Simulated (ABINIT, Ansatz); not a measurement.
# ZnS (F-43m): third-order response

Which lines does ZnS (F-43m) show in Raman and infrared spectra?

Main program and level: ABINIT 10.8.3; DFT LDA, scalar-relativistic, plane waves, PseudoDojo norm-conserving pseudopotentials.

The database entry behind the starting cell differs from later determinations by our own check (about 0.1 % short), so it need not match the best structure at ambient conditions.

**1. Set-up**

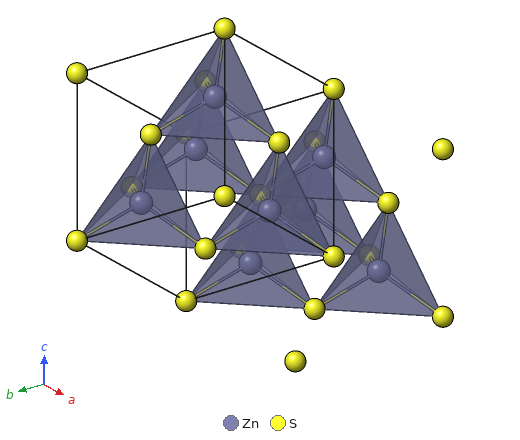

The cell as given, from a free direction (zinc blue, sulfur yellow). 2×1×1 cells are drawn. This picture shows the conventional cell, with its axes. Bonds to atoms that aren't drawn are left out. Some periodic images of atoms are drawn too.

**2. Relaxation**

The harmonic expansion needs vanishing forces, and a free crystal bears no stress, so cell and atoms are brought to rest. Stress is more sensitive to the basis than forces are: the last 3 Ha under the cutoff are smoothed with ecutsm, and the cutoff is raised above that of the later runs.

The starting cell comes from a relaxation made beforehand in Ansatz (LDA, PseudoDojo NC).

The input, relax.abi:

```
# relaxation
ionmov 2
optcell 2
dilatmx 1.08
ntime 40
tolmxf 1.0d-05
tolvrs 1.0d-14
prtwf 0
prtden 0
chksymtnons 0

# basis, mesh and filling
ecut 47.0
ecutsm 3.0
ngkpt 8 8 8
nshiftk 1
shiftk 0.0 0.0 0.0
istwfk *1
occopt 1
nband 13
nstep 100
diemac 9.0
prtebands 0
prtgsr 0

# cell and atoms
acell 3*1.0 Angstrom
rprim 
    0.0 2.647640618 2.647640618
    2.647640618 0.0 2.647640618
    2.647640618 2.647640618 0.0
ntypat 2
znucl 30 16
natom 2
typat 1 2
xred 
    0.25 0.25 0.25
    0.0 0.0 0.0
pp_dirpath "./pseudo"
pseudos "Zn.upf, S.upf"
```

On the command line:

```sh
$ OMP_NUM_THREADS=1 mpirun -n 4 abinit relax.abi > relax.log
```

Numbers of over 12 decimals in the logs are rounded to 6 here.

relax.abo, the main output file:

```text
[banners, grids, parts of the stress and lines that vanish by symmetry left out]
- input  file    -> relax.abi
- output file    -> relax.abo
- root for input  files -> relaxi
[...]
Symmetries : space group F-4 3 m (#216); Bravais cF (face-center cubic)
[...]
mpw =        4909          nfft =      110592          nkpt =          29
[...]
== DATASET  1 ==================================================================
[...]
cutoff_energies: {ecut:  47.0, pawecutdg:  -1.0, }
[...]
ETOT  1  -211.83504320891    -2.118E+02 2.867E-01 3.622E+04
 ETOT  2  -213.08473286313    -1.250E+00 2.641E-01 7.485E+04
 ETOT  3  -219.05705812877    -5.972E+00 5.936E-02 1.073E+04
 ETOT  4  -219.61536529173    -5.583E-01 6.929E-03 4.930E+03
 ETOT  5  -219.84528295660    -2.299E-01 3.059E-03 2.153E+03
[...]
At SCF step   22       vres2   =  1.06E-15 < tolvrs=  1.00E-14 =>converged.
[...]
sigma(1 1)=  1.22619613E-07  sigma(3 2)=  0.00000000E+00
  sigma(2 2)=  1.22619613E-07  sigma(3 1)=  0.00000000E+00
  sigma(3 3)=  1.22619613E-07  sigma(2 1)=  0.00000000E+00
[...]
convergence: {deltae: -1.657E-11, res2:  1.062E-15, residm:  2.673E-17, diffor: null, }
etotal    :  -2.20040855E+02
[...]
ETOT  1  -220.04085464529    -2.200E+02 4.348E-12 2.146E-04
[...]
ETOT  8  -220.04085466544    -1.413E-11 3.301E-17 3.877E-14
 ETOT  9  -220.04085466543     1.728E-11 5.681E-19 3.780E-15
 At SCF step    9       vres2   =  3.78E-15 < tolvrs=  1.00E-14 =>converged.
[...]
sigma(1 1)=  9.01173449E-08  sigma(3 2)=  0.00000000E+00
  sigma(2 2)=  9.01173449E-08  sigma(3 1)=  0.00000000E+00
  sigma(3 3)=  9.01173449E-08  sigma(2 1)=  0.00000000E+00
[...]
convergence: {deltae:  1.728E-11, res2:  3.780E-15, residm:  5.681E-19, diffor: null, }
etotal    :  -2.20040855E+02
[...]
At Broyd/MD step   2, gradients are converged :
[...]
sigma(1 1)=  9.01173449E-08  sigma(3 2)=  0.00000000E+00
  sigma(2 2)=  9.01173449E-08  sigma(3 1)=  0.00000000E+00
  sigma(3 3)=  9.01173449E-08  sigma(2 1)=  0.00000000E+00
[...]
- sigma(1 1)=  2.65134382E-03  sigma(3 2)=  0.00000000E+00
- sigma(2 2)=  2.65134382E-03  sigma(3 1)=  0.00000000E+00
- sigma(3 3)=  2.65134382E-03  sigma(2 1)=  0.00000000E+00
[...]
fcart     -0.0000000000E+00 -0.0000000000E+00 -0.0000000000E+00
           strten      9.0117344888E-08  9.0117344885E-08  9.0117344885E-08
================================================================================

[key lines of the parts left out:]
pressure_GPa:  -2.6513E-03
Total energy (etotal) [Ha]= -2.20040854665427E+02
```

It took 77 s on 4 MPI ranks of Arm Neoverse N1, shared host; 5.1 min of CPU time.

Little changed from the start: no atom moved by 0.005 Å and no cell edge by 0.1 %.

Read from the output:

| Quantity | Value |
| --- | --- |
| volume per atom | 18.56 Å³ |
| pressure | -0.002651 GPa |

**3. Self-consistent run for the response**

First-order wavefunctions inherit every error of the ground state, hence the very tight tolvrs. The mesh is shifted off Γ, since shifted meshes converge sums over the zone faster.

The input, gs.abi:

```
# ground state
tolvrs 1.0d-16
prtden 1
prtwf 1

# basis, mesh and filling
ecut 38.0
ngkpt 6 6 6
nshiftk 4
shiftk 
    0.5 0.5 0.5
    0.5 0.0 0.0
    0.0 0.5 0.0
    0.0 0.0 0.5
istwfk *1
occopt 1
nband 13
nstep 100
diemac 9.0
prtebands 0
prtgsr 0

# cell and atoms
acell 3*1.0 Angstrom
rprim 
    0.0 2.64763088 2.64763088
    2.64763088 0.0 2.64763088
    2.64763088 2.64763088 0.0
ntypat 2
znucl 30 16
natom 2
typat 1 2
xred 
    0.25 0.25 0.25
    0.0 0.0 0.0
pp_dirpath "./pseudo"
pseudos "Zn.upf, S.upf"
```

On the command line:

```sh
$ OMP_NUM_THREADS=1 mpirun -n 4 abinit gs.abi > gs.log
```

gs.abo, the main output file:

```text
[banners, grids, parts of the stress and lines that vanish by symmetry left out]
- input  file    -> gs.abi
- output file    -> gs.abo
- root for input  files -> gsi
[...]
Symmetries : space group F-4 3 m (#216); Bravais cF (face-center cubic)
[...]
mpw =        2815          nfft =       64000          nkpt =          28
[...]
== DATASET  1 ==================================================================
[...]
cutoff_energies: {ecut:  38.0, pawecutdg:  -1.0, }
[...]
ETOT  1  -211.61419649823    -2.116E+02 4.138E-01 2.158E+04
 ETOT  2  -212.76080358111    -1.147E+00 2.128E-01 4.534E+04
 ETOT  3  -219.05347107246    -6.293E+00 8.952E-02 6.274E+03
 ETOT  4  -219.58840998759    -5.349E-01 2.771E-03 3.036E+03
 ETOT  5  -219.81955401475    -2.311E-01 9.784E-04 1.409E+03
[...]
ETOT 21  -220.04071735519    -2.501E-12 2.138E-18 6.149E-16
 ETOT 22  -220.04071735521    -1.171E-11 2.142E-19 1.970E-17
 At SCF step   22       vres2   =  1.97E-17 < tolvrs=  1.00E-16 =>converged.
[...]
sigma(1 1)=  1.51511001E-05  sigma(3 2)=  0.00000000E+00
  sigma(2 2)=  1.51511001E-05  sigma(3 1)=  0.00000000E+00
  sigma(3 3)=  1.51511001E-05  sigma(2 1)=  0.00000000E+00
[...]
convergence: {deltae: -1.171E-11, res2:  1.970E-17, residm:  2.142E-19, diffor: null, }
etotal    :  -2.20040717E+02
[...]
sigma(1 1)=  1.51511001E-05  sigma(3 2)=  0.00000000E+00
  sigma(2 2)=  1.51511001E-05  sigma(3 1)=  0.00000000E+00
  sigma(3 3)=  1.51511001E-05  sigma(2 1)=  0.00000000E+00
[...]
- sigma(1 1)=  4.45760754E-01  sigma(3 2)=  0.00000000E+00
- sigma(2 2)=  4.45760754E-01  sigma(3 1)=  0.00000000E+00
- sigma(3 3)=  4.45760754E-01  sigma(2 1)=  0.00000000E+00
[...]
fcart     -5.2556068960E-32 -5.2556068960E-32  1.5766820688E-31
           strten      1.5151100075E-05  1.5151100075E-05  1.5151100075E-05
================================================================================

[key lines of the parts left out:]
pressure_GPa:  -4.4576E-01
```

It took 32 s on 4 MPI ranks.

Read from the output:

| Quantity | Value |
| --- | --- |
| pressure | -0.4458 GPa |

The cell stands at -0.45 GPa: the relaxation ran with a smoothed and higher cutoff and on another k mesh.

**4. The gap at rest**

Empty bands on the ground state's density check that the gap assumed so far is there in this cell.

The input, gap.abi:

```
# empty bands on the ground state's density
iscf -2
getden_filepath "gso_DEN"
tolwfr 1.0d-12
nbdbuf 2
prtwf 0

# basis, mesh and filling
ecut 38.0
ngkpt 8 8 8
nshiftk 1
shiftk 0.0 0.0 0.0
istwfk *1
occopt 1
nband 17
nstep 100
diemac 9.0
prtebands 0
prtgsr 0

# cell and atoms
acell 3*1.0 Angstrom
rprim 
    0.0 2.64763088 2.64763088
    2.64763088 0.0 2.64763088
    2.64763088 2.64763088 0.0
ntypat 2
znucl 30 16
natom 2
typat 1 2
xred 
    0.25 0.25 0.25
    0.0 0.0 0.0
pp_dirpath "./pseudo"
pseudos "Zn.upf, S.upf"
```

On the command line:

```sh
$ OMP_NUM_THREADS=1 mpirun -n 4 abinit gap.abi > gap.log
```

gap.abo, the main output file:

```text
[banners, grids, parts of the stress and lines that vanish by symmetry left out]
- input  file    -> gap.abi
- output file    -> gap.abo
- root for input  files -> gapi
[...]
Symmetries : space group F-4 3 m (#216); Bravais cF (face-center cubic)
[...]
mpw =        2826          nfft =       64000          nkpt =          29
[...]
== DATASET  1 ==================================================================
[...]
cutoff_energies: {ecut:  38.0, pawecutdg:  -1.0, }
[...]
-outvars: echo values of variables after computation
            acell      1.8897261259E+00  1.8897261259E+00  1.8897261259E+00 Bohr
================================================================================
```

Elapsed: 16 s, on 4 MPI ranks.

Read from the output:

```
gap on the k-mesh : 2.129 eV
```

In this cell the gap on the mesh is 2.1 eV, direct, so fixed occupations hold.

**5. Linear response at Γ**

The derivative of the wavefunctions by k comes first, since the response to a field is built on it; then the field and the displacements that symmetry doesn't supply are solved at q = 0. By the 2n+1 theorem the first-order wavefunctions also give third derivatives: Raman tensors and the non-linear susceptibility.

It reads the wavefunctions written in step 3.

The input, dfpt_gamma.abi:

```
ndtset 3

# common to the responses
getwfk_filepath "gso_WFK"
kptopt 2
nqpt 1
qpt 0.0 0.0 0.0
asr 0
chneut 0

# d/dk
rfelfd1 2
rfdir1 1 1 1
iscf1 -3
tolwfr1 1.0d-20

# displacements, field
rfphon2 1
rfatpol2 1 2
rfdir2 1 1 1
rfelfd2 3
getddk2 1
tolvrs2 1.0d-10
prepanl2 1
prtden2 1

# third order
optdriver3 5
getden_filepath3 "gso_DEN"
get1den3 2
get1wf3 2
getddk3 1
d3e_pert1_elfd3 1
d3e_pert1_phon3 1
d3e_pert1_atpol3 1 2
d3e_pert1_dir3 1 1 1
d3e_pert2_elfd3 1
d3e_pert2_dir3 1 1 1
d3e_pert3_elfd3 1
d3e_pert3_dir3 1 1 1
usepead3 1
tolvrs3 1.0d-10

# basis, mesh and filling
ecut 38.0
ngkpt 6 6 6
nshiftk 4
shiftk 
    0.5 0.5 0.5
    0.5 0.0 0.0
    0.0 0.5 0.0
    0.0 0.0 0.5
istwfk *1
occopt 1
nband 13
nstep 100
diemac 9.0
prtebands 0
prtgsr 0

# cell and atoms
acell 3*1.0 Angstrom
rprim 
    0.0 2.64763088 2.64763088
    2.64763088 0.0 2.64763088
    2.64763088 2.64763088 0.0
ntypat 2
znucl 30 16
natom 2
typat 1 2
xred 
    0.25 0.25 0.25
    0.0 0.0 0.0
pp_dirpath "./pseudo"
pseudos "Zn.upf, S.upf"
```

On the command line:

```sh
$ OMP_NUM_THREADS=1 mpirun -n 4 abinit dfpt_gamma.abi > dfpt_gamma.log
```

dfpt_gamma.abo, the main output file:

```text
[banners, grids, parts of the stress and lines that vanish by symmetry left out]
- input  file    -> dfpt_gamma.abi
- output file    -> dfpt_gamma.abo
- root for input  files -> dfpt_gammai
[...]
DATASET    1 : space group F-4 3 m (#216); Bravais cF (face-center cubic)
[...]
nfft =       64000          nkpt =         432
[...]
DATASET    2 : space group F-4 3 m (#216); Bravais cF (face-center cubic)
[...]
nfft =       64000          nkpt =         432
[...]
DATASET    3 : space group F-4 3 m (#216); Bravais cF (face-center cubic)
[...]
mpw =        2815          nfft =       64000          nkpt =         432
[...]
== DATASET  1 ==================================================================
[...]
cutoff_energies: {ecut:  38.0, pawecutdg:  -1.0, }
[...]
- 16.00000   6.00000  180309                  znucl, zion, pspdat
[...]
Perturbation : derivative vs k along direction   1
[...]
-ETOT  1  -36.101433982394     -3.610E+01 6.864E-01 0.000E+00
 ETOT  2  -36.252643930946     -1.512E-01 5.870E-02 0.000E+00
 ETOT  3  -36.255979034877     -3.335E-03 5.045E-03 0.000E+00
 ETOT  4  -36.256119275486     -1.402E-04 4.819E-04 0.000E+00
 ETOT  5  -36.256128392744     -9.117E-06 3.515E-05 0.000E+00
[...]
At SCF step   22   max residual=  9.99E-21 < tolwfr=  1.00E-20 =>converged.
[...]
Perturbation : derivative vs k along direction   2
[...]
-ETOT  1  -36.101433982082     -3.610E+01 6.864E-01 0.000E+00
[...]
At SCF step   22   max residual=  9.99E-21 < tolwfr=  1.00E-20 =>converged.
[...]
Perturbation : derivative vs k along direction   3
[...]
-ETOT  1  -36.101433981769     -3.610E+01 6.864E-01 0.000E+00
[...]
At SCF step   22   max residual=  9.99E-21 < tolwfr=  1.00E-20 =>converged.
[...]
1        1       0.9570914250   -0.0000000000
     1        2       0.4785457125    0.0000000000
     1        3       0.4785457125   -0.0000000000
     2        1       0.4785457125    0.0000000000
     2        2       0.9570914250    0.0000000000
     2        3       0.4785457125    0.0000000000
     3        1       0.4785457125   -0.0000000000
     3        2       0.4785457125    0.0000000000
     3        3       0.9570914250    0.0000000000
[...]
== DATASET  2 ==================================================================
[...]
cutoff_energies: {ecut:  38.0, pawecutdg:  -1.0, }
[...]
Perturbation : displacement of atom   1   along direction   1
[...]
-ETOT  1   29.490850208173     -2.611E+04 2.319E+01 3.573E+03
[...]
At SCF step   12       vres2   =  6.99E-11 < tolvrs=  1.00E-10 =>converged.
[...]
Perturbation : displacement of atom   2   along direction   1
[...]
-ETOT  1   4.323924     -3.464E+02 3.123E+00 9.901E+02
[...]
At SCF step   11       vres2   =  1.14E-11 < tolvrs=  1.00E-10 =>converged.
[...]
Perturbation : homogeneous electric field along direction   1
[...]
-ETOT  1  -112.81510401395     -1.128E+02 1.228E+01 3.498E+04
[...]
At SCF step   13       vres2   =  2.65E-12 < tolvrs=  1.00E-10 =>converged.
[...]
Perturbation : homogeneous electric field along direction   2
[...]
-ETOT  1  -112.81510401512     -1.128E+02 1.228E+01 3.498E+04
[...]
At SCF step   13       vres2   =  2.65E-12 < tolvrs=  1.00E-10 =>converged.
[...]
Perturbation : homogeneous electric field along direction   3
[...]
-ETOT  1  -112.81510401629     -1.128E+02 1.228E+01 3.498E+04
[...]
ETOT 12  -122.94591531522     -1.795E-11 1.155E-10 2.992E-10
 ETOT 13  -122.94591531523     -2.117E-12 7.730E-12 2.645E-12
 At SCF step   13       vres2   =  2.65E-12 < tolvrs=  1.00E-10 =>converged.
[...]
Dielectric tensor, in cartesian coordinates,
[...]
1    4   1    4         6.2145479435        -0.0000000000
   1    4   2    4         0.0000000000        -0.0000000000
   1    4   3    4         0.0000000000        -0.0000000000
   2    4   1    4         0.0000000000        -0.0000000000
   2    4   2    4         6.2145479435        -0.0000000000
   2    4   3    4         0.0000000000        -0.0000000000
   3    4   1    4         0.0000000000        -0.0000000000
   3    4   2    4         0.0000000000        -0.0000000000
   3    4   3    4         6.2145479435        -0.0000000000
  Effective charges, in cartesian coordinates,
[...]
1    1   1    4         1.9073672989         0.0000000000
   2    1   1    4        -0.0000000000         0.0000000000
   3    1   1    4         0.0000000000         0.0000000000
   1    2   1    4        -1.9060992612         0.0000000000
   2    2   1    4         0.0000000000         0.0000000000
[...]
Effective charges, in cartesian coordinates,
[...]
2    4   1    2         0.0000000000         0.0000000000
   3    4   1    2         0.0000000000         0.0000000000
   1    4   2    2         0.0000000000         0.0000000000
   2    4   2    2        -1.9060992381         0.0000000000
   3    4   2    2         0.0000000000         0.0000000000
   1    4   3    2         0.0000000000         0.0000000000
   2    4   3    2         0.0000000000         0.0000000000
   3    4   3    2        -1.9060992381         0.0000000000
  Phonon wavevector (reduced coordinates) :  0.00000  0.00000  0.00000
 Phonon energies in Hartree :
[...]
Phonon frequencies in cm-1    :
-  4.066915E+00  4.066915E+00  4.066915E+00  2.918447E+02  2.918447E+02
-  2.918447E+02
  Phonon at Gamma, with non-analyticity in the
[...]
Phonon energies in Hartree :
[...]
Phonon frequencies in cm-1    :
-  4.066915E+00  4.066915E+00  4.067013E+00  2.918447E+02  2.918447E+02
-  3.481521E+02
  Phonon at Gamma, with non-analyticity in the
[...]
Phonon energies in Hartree :
[...]
Phonon frequencies in cm-1    :
-  4.066915E+00  4.066915E+00  4.067013E+00  2.918447E+02  2.918447E+02
-  3.481521E+02
  Phonon at Gamma, with non-analyticity in the
[...]
Phonon energies in Hartree :
[...]
Phonon frequencies in cm-1    :
-  4.066915E+00  4.066915E+00  4.067013E+00  2.918447E+02  2.918447E+02
-  3.481521E+02
[...]
== DATASET  3 ==================================================================
[...]
cutoff_energies: {ecut:  38.0, pawecutdg:  -1.0, }
[...]
j1 : displacement of atom   1 along direction   1
[...]
j1 : displacement of atom   2 along direction   1
[...]
j2 : displacement of atom   1 along direction   1
[...]
j2 : displacement of atom   2 along direction   1
[...]
j2 : displacement of atom   1 along direction   1
[...]
j2 : displacement of atom   2 along direction   1
[...]
1          1        0.000000000        0.000000000        0.000000000
[...]
1          2       -0.000000000        0.000000000       -0.012307783
[...]
1          3        0.000000000       -0.012307783        0.000000000
[...]
2          1        0.000000000       -0.000000000       -0.000000000
[...]
2          2       -0.000000000        0.000000000        0.011953245
[...]
2          3        0.000000000        0.011953245        0.000000000
[...]
strten2     0.0000000000E+00  0.0000000000E+00  0.0000000000E+00
           strten3     0.0000000000E+00  0.0000000000E+00  0.0000000000E+00
================================================================================
```

Run time: 44 min. Hardware: 4 MPI ranks.

Read from the output:

```
miss of the charge sum rule                                       : 0.001268 e
largest acoustic frequency at the zone centre before the sum rule : 4.07 cm⁻¹
highest optical zone-centre mode (no LO-TO term)                  : 291.8 cm⁻¹
lowest optical zone-centre mode                                   : 291.8 cm⁻¹
mean high-frequency dielectric constant                           : 6.215
largest Born charge in size (third of the trace)                  : 1.907 e
```

Born charge (rows field, columns displacement), before the sum rule (e), principal values of the symmetric part by kind of site:

| atom | atoms with these values | low | middle | high | mean |
| --- | --- | --- | --- | --- | --- |
| Zn1 | 1 | 1.91 | 1.91 | 1.91 | 1.91 |
| S2 | 1 | -1.91 | -1.91 | -1.91 | -1.91 |

In full for S2:

```
-1.91  0.00  0.00
 0.00 -1.91  0.00
 0.00  0.00 -1.91
```

High-frequency dielectric tensor:

```
6.21 0.00 0.00
0.00 6.21 0.00
0.00 0.00 6.21
```

The acoustic modes at Γ come out as far as 4.1 cm⁻¹ from zero, where they should vanish, a small numerical error; the Born charges miss their sum rule by 0.0013 e, which is good.

[end of part 1 of 3]

[Host names and launcher messages were left out of these logs when they were recorded.]

[Logs are printed without paths, hosts, clocks, repeated set-up lines and the standing remarks that a program may print on its own settings, such as how far it seeks lower states.]

[Hosts, paths, dates, database ids (printed as entryN), source tags and the programs' standing remarks are cut or masked in the printed files.]
